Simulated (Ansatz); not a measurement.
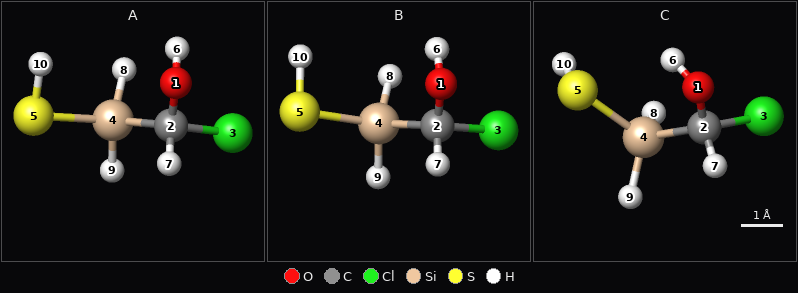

3 geometries from a converged minimum-energy path of CH5ClOSSi, shuffled. The picture is a ball-and-stick view, seen from a free direction.

All numbers below come from RKS PBE0/def2-SVP in Ansatz 0.2.0. Run with 9 movable images; climbing image; force threshold 0.05 eV/Å; iteration limit 60; starting path through a guess of the saddle point.

### Which of them lies highest in energy?

C. In order along the path, whose images run from 0 to 10: C (image 5, +22.2 kJ/mol), B (image 8, +17.6 kJ/mol), A (image 9, +13.8 kJ/mol). The motion is a rotation about the C2–Si4 bond by about 115°. No bond forms or breaks between the ends. Among the angles between lasting bonds that change up to the highest image: S5–Si4–H9 105.1° → 112.8°, S5–Si4–H8 114.1° → 106.8°.
